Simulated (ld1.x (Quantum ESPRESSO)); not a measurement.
# N: pseudopotential generation (part 2 of 2)

The same run, continued: nitrogen (N, Z = 7), core [He], reference valence 2s2 2p3, valence charge 5. Method: TM potential, LDA (PZ), scalar-relativistic, made with ld1.x (Quantum ESPRESSO) 7.5.

### Output of the test run (extracts), continued
```
     ---------------------- Testing the pseudopotential ----------------------

     N
     scalar relativistic calculation

     atomic number is  7.00   valence charge is  5.00
     dft =PZ   lsd =0 sic =0 latt =0  beta=0.20 tr2=1.0E-14
     mesh =1085 r(mesh) =  99.89202 xmin = -7.00 dx = 0.01250

     n l     nl             e AE (Ry)        e PS (Ry)    De AE-PS (Ry)
     1 0     2S   1( 2.00)       -1.10062       -1.10029       -0.00033
     2 1     2P   1( 3.30)       -0.28871       -0.28876        0.00005

     eps = 3.3E-15  iter =  9

     Etot =    -108.230069 Ry,     -54.115035 Ha,   -1472.545108 eV
     Etotps =   -19.749458 Ry,      -9.874729 Ha,    -268.705059 eV
     dEtot_ae =      -0.122395 Ry
     dEtot_ps =      -0.122412 Ry,   Delta E=       0.000017 Ry

     Ekin =      12.459410 Ry,       6.229705 Ha,     169.518912 eV
     Encl =     -45.724825 Ry,     -22.862413 Ha,    -622.117942 eV
     Ehrt =      17.517541 Ry,       8.758770 Ha,     238.338287 eV
     Ecxc =      -5.074766 Ry,      -2.537383 Ha,     -69.045710 eV
     (Ecc =      -0.382947 Ry,      -0.191474 Ha,      -5.210265 eV)
     Epseu=       1.073183 Ry,       0.536591 Ha,      14.601395 eV

     ---------------------- End of pseudopotential test ----------------------

     ---------------------- Testing the pseudopotential ----------------------

     N
     scalar relativistic calculation

     atomic number is  7.00   valence charge is  5.00
     dft =PZ   lsd =0 sic =0 latt =0  beta=0.20 tr2=1.0E-14
     mesh =1085 r(mesh) =  99.89202 xmin = -7.00 dx = 0.01250

     n l     nl             e AE (Ry)        e PS (Ry)    De AE-PS (Ry)
     1 0     2S   1( 1.00)       -1.38660       -1.38632       -0.00028
     2 1     2P   1( 4.00)       -0.56147       -0.56292        0.00144

     eps = 2.2E-16  iter =  7

     Etot =    -107.284219 Ry,     -53.642110 Ha,   -1459.676164 eV
     Etotps =   -18.804421 Ry,      -9.402210 Ha,    -255.847181 eV
     dEtot_ae =       0.823455 Ry
     dEtot_ps =       0.822625 Ry,   Delta E=       0.000830 Ry

     Ekin =      14.422733 Ry,       7.211367 Ha,     196.231286 eV
     Encl =     -44.148617 Ry,     -22.074308 Ha,    -600.672534 eV
     Ehrt =      16.017899 Ry,       8.008949 Ha,     217.934617 eV
     Ecxc =      -4.851192 Ry,      -2.425596 Ha,     -66.003826 eV
     (Ecc =      -0.382947 Ry,      -0.191474 Ha,      -5.210265 eV)
     Epseu=      -0.245245 Ry,      -0.122622 Ha,      -3.336724 eV

     ---------------------- End of pseudopotential test ----------------------

     ---------------------- Testing the pseudopotential ----------------------

     N
     scalar relativistic calculation

     atomic number is  7.00   valence charge is  5.00
     dft =PZ   lsd =1 sic =0 latt =0  beta=0.20 tr2=1.0E-14
     mesh =1085 r(mesh) =  99.89202 xmin = -7.00 dx = 0.01250

     n l     nl             e AE (Ry)        e PS (Ry)    De AE-PS (Ry)
     1 0     2S   1( 1.00)       -1.43912       -1.44331        0.00419
     2 1     2P   1( 3.00)       -0.61328       -0.61583        0.00255
     1 0     2S   2( 1.00)       -1.13189       -1.12134       -0.01054  !
     2 1     2P   2( 0.00)       -0.32783       -0.32092       -0.00691  !

     eps = 5.1E-15  iter = 14

     Etot =    -108.320250 Ry,     -54.160125 Ha,   -1473.772085 eV
     Etotps =   -19.846670 Ry,      -9.923335 Ha,    -270.027698 eV
     dEtot_ae =      -0.212576 Ry
     dEtot_ps =      -0.219624 Ry,   Delta E=       0.007048 Ry

     Ekin =      12.591645 Ry,       6.295822 Ha,     171.318053 eV
     Encl =     -44.715843 Ry,     -22.357921 Ha,    -608.390034 eV
     Ehrt =      16.415264 Ry,       8.207632 Ha,     223.341045 eV
     Ecxc =      -5.177281 Ry,      -2.588640 Ha,     -70.440492 eV
     (Ecc =      -0.382947 Ry,      -0.191474 Ha,      -5.210265 eV)
     Epseu=       1.039545 Ry,       0.519773 Ha,      14.143731 eV

     ---------------------- End of pseudopotential test ----------------------

     ---------------------- Testing the pseudopotential ----------------------

     N
     scalar relativistic calculation

     atomic number is  7.00   valence charge is  5.00
     dft =PZ   lsd =1 sic =0 latt =0  beta=0.20 tr2=1.0E-14
     mesh =1085 r(mesh) =  99.89202 xmin = -7.00 dx = 0.01250

     n l     nl             e AE (Ry)        e PS (Ry)    De AE-PS (Ry)
     1 0     2S   1( 1.00)       -2.46006       -2.46528        0.00523  !
     2 1     2P   1( 2.00)       -1.62093       -1.62024       -0.00068
     1 0     2S   2( 1.00)       -2.20999       -2.20180       -0.00819  !
     2 1     2P   2( 0.00)       -1.36908       -1.35987       -0.00921  !

     eps = 2.5E-15  iter =  7

     Etot =    -107.222517 Ry,     -53.611259 Ha,   -1458.836666 eV
     Etotps =   -18.747138 Ry,      -9.373569 Ha,    -255.067803 eV
     dEtot_ae =       0.885157 Ry
     dEtot_ps =       0.879908 Ry,   Delta E=       0.005249 Ry

     Ekin =      10.736719 Ry,       5.368360 Ha,     146.080510 eV
     Encl =     -38.292573 Ry,     -19.146287 Ha,    -520.997002 eV
     Ehrt =      11.535180 Ry,       5.767590 Ha,     156.944121 eV
     Ecxc =      -4.267174 Ry,      -2.133587 Ha,     -58.057859 eV
     (Ecc =      -0.382947 Ry,      -0.191474 Ha,      -5.210265 eV)
     Epseu=       1.540710 Ry,       0.770355 Ha,      20.962427 eV

     ---------------------- End of pseudopotential test ----------------------
```

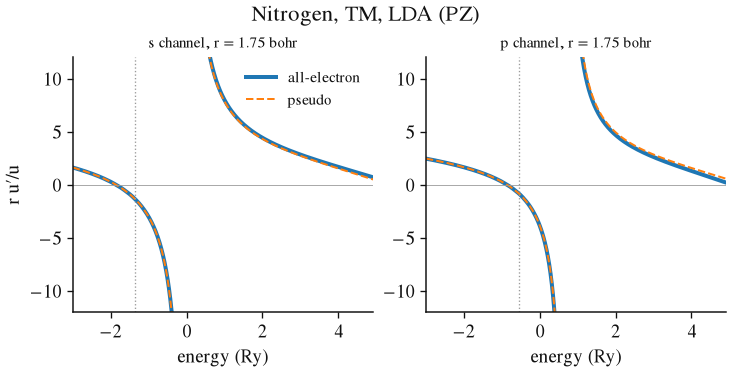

*Logarithmic derivatives r u′/u at the test radius against energy, all-electron atom (solid) and pseudo-atom (dashed). Here u = r R(r). The dotted line marks the reference energy of the channel.*

- Poles, where the radial function vanishes at the test radius: s: all-electron at 0.0 Ry, pseudo at 0.0 Ry; p: all-electron at 0.7 Ry, pseudo at 0.7 Ry.
- Ghost states: the plot shows none: pseudo and all-electron curves have the same branches in all channels drawn. The separate test gives: no ghost state below the valence levels in the s, p, d, f channels.
- Zeros of the logarithmic derivative: s: all-electron -1.9 Ry, pseudo -1.9 Ry; p: all-electron -0.9 Ry, pseudo -0.9 Ry.

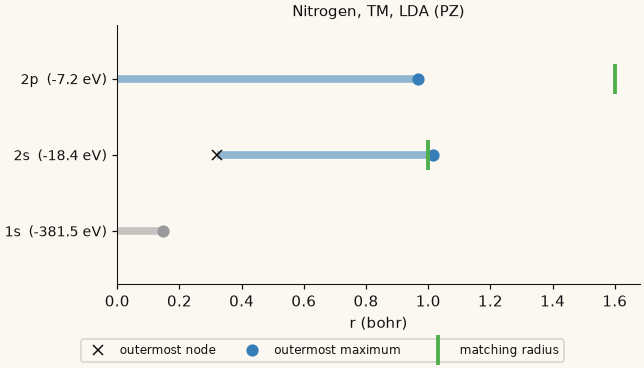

*Outer shells of the all-electron reference atom: each bar runs from the outermost node (or the nucleus) to the outermost maximum of u(r); the tick is the radius chosen for the pseudo-wave. Shells without a tick have no pseudo-wave of their own. Levels, nodes and maxima are from ld1.x, scalar-relativistic.*

- Radii against the shells: 2s: 1.00 bohr, between node and maximum; 2p: 1.60 bohr, outside the maximum.

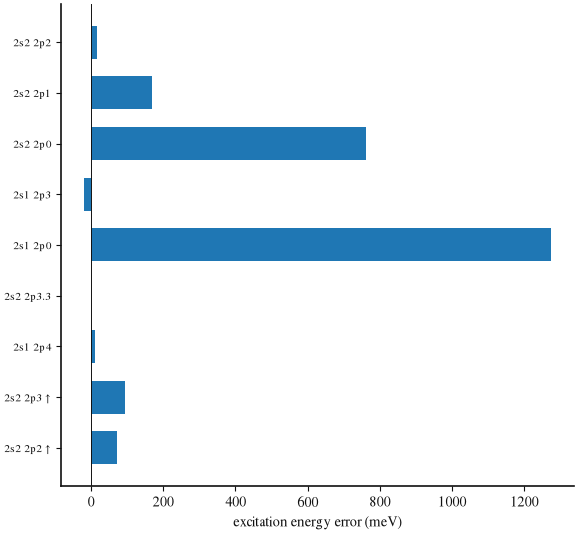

*Errors, all-electron minus pseudo, of the energies of valence configurations relative to the unpolarised reference 2s2 2p3. An arrow marks spin-polarised runs filled by Hund’s rule.*

- Worst configuration: 2s1 2p0 (charge +4): the error is +1274 meV on an all-electron energy of +167.34 eV relative to the reference, or 0.76 %.
- Configurations within 10 meV and within 50 meV: 1 and 4 of 9.
- Errors in meV: 2s2 2p2: +16; 2s2 2p1: +170; 2s2 2p0: +762; 2s1 2p3: -18; 2s1 2p0: +1274; 2s2 2p3.3: +0.2; 2s1 2p4: +11; 2s2 2p3 ↑: +96; 2s2 2p2 ↑: +71.

Outcome of the run: generated.
